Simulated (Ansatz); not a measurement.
The relaxed structure here is a generated cell of ZnCu2SnSe4: the first start was made by a random draw of sites in a space group, and the end was not matched to a known phase here, so it may be hypothetical. Known forms of ZnCu2SnSe4 include space group No. 82.

One stationary structure of ZnCu₂SnSe₄. Space group P1 (No. 1). Calculation: PBE (plane waves to 420 eV, PAW, scalar-relativistic; Ansatz, an electronic-structure program).

Space group P1 (No. 1); a = 4.0312 Å, b = 6.3186 Å, c = 7.9261 Å, α = 88.28°, β = 82.28°, γ = 82.86°

```
atom  site  symmetry       x       y       z
----  ----  --------  ------  ------  ------
Cu      1a         1  0.0787  0.2844  0.4951
Cu      1a         1  0.4046  0.7061  0.2464
Se      1a         1  0.5385  0.5010  0.4854
Se      1a         1  0.9677  0.0377  0.7498
Se      1a         1  0.4029  0.5022  0.0054
Se      1a         1  0.2425  0.0756  0.2376
Sn      1a         1  0.5188  0.7481  0.7455
Zn      1a         1  0.7850  0.1725  0.0652
```

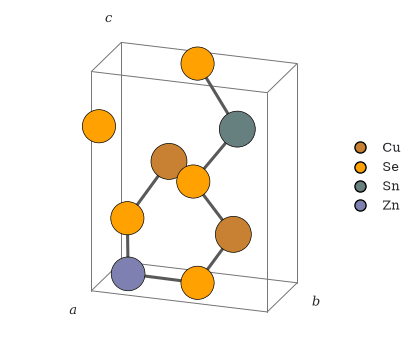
*The conventional cell of the relaxed structure*

| Property | Result |
|---|---|
| Volume per atom | 24.81 Å³ |
| Density | 5.25 g/cm³ |
| Band gap | no clear gap: the sampled points leave 0.06 eV away from the symmetry points, which may be a band crossing missed between them |
| Smallest direct gap | 0.10 eV at Γ |
| Shortest distances | Cu–Se 2.34 Å; Se–Zn 2.45 Å; Se–Sn 2.57 Å; Se–Se 3.30 Å |
| k-mesh | 12×8×6 |

Band energies at high-symmetry points (eV from the VBM; labels of this space group; no spin-orbit coupling), from −5 eV up to 5.1 eV:

| point | energies |
|---|---|
| Γ | -4.98 -4.92 -4.14 -3.99 -3.43 -3.19 -2.96 -2.90 -2.62 -2.30 -2.08 -1.99 -1.83 -1.79 -1.55 -1.45 -1.10 -0.85 -0.38 -0.16 -0.04 0.06 1.81 1.90 3.08 3.65 3.84 4.63 4.88 |
| X | -4.97 -4.48 -4.42 -3.88 -3.45 -3.39 -3.20 -2.98 -2.61 -2.26 -2.06 -1.95 -1.78 -1.73 -1.62 -1.52 -1.31 -0.88 -0.60 -0.50 -0.18 0.53 2.32 2.47 3.28 3.44 3.83 4.56 5.03 |
| Y | -4.59 -4.34 -3.52 -3.25 -3.16 -2.88 -2.77 -2.50 -2.24 -1.96 -1.90 -1.86 -1.74 -1.44 -1.31 -1.16 -0.95 -0.72 -0.49 -0.14 0.35 1.83 1.95 2.52 3.45 4.00 4.32 4.71 5.05 |
| Z | -4.85 -4.45 -4.27 -4.08 -3.62 -3.40 -3.31 -3.11 -2.83 -2.46 -2.06 -1.83 -1.80 -1.75 -1.56 -1.39 -1.36 -1.06 -0.89 -0.59 0.75 1.76 2.08 3.01 3.32 3.61 3.92 |
| R | -4.50 -4.33 -3.82 -3.69 -3.39 -3.25 -3.01 -2.69 -2.43 -1.89 -1.83 -1.80 -1.64 -1.63 -1.48 -1.37 -1.05 -0.82 -0.57 0.48 1.73 2.75 3.28 3.50 3.95 4.44 |
| T | -4.74 -4.16 -3.90 -3.58 -3.39 -3.18 -3.08 -2.86 -2.39 -1.93 -1.85 -1.82 -1.70 -1.52 -1.42 -1.25 -1.07 -0.66 -0.13 0.22 1.66 2.80 3.10 3.36 3.92 4.59 |
| U | -4.90 -4.41 -4.25 -3.90 -3.69 -3.49 -3.22 -3.17 -2.86 -2.56 -1.97 -1.85 -1.80 -1.69 -1.52 -1.39 -1.32 -1.27 -0.98 -0.63 0.60 1.96 2.22 2.53 3.05 4.06 4.79 |
| V | -4.60 -4.48 -3.67 -3.39 -3.16 -3.05 -2.76 -2.70 -2.26 -2.00 -1.89 -1.84 -1.75 -1.53 -1.37 -1.11 -0.99 -0.87 -0.69 -0.17 0.49 2.07 2.74 3.09 3.68 3.83 4.28 5.01 |

No spin polarisation in the result.

It was reached from a disturbed copy of a P6mm (No. 183) cell, against which it lies -0.55 eV/atom.
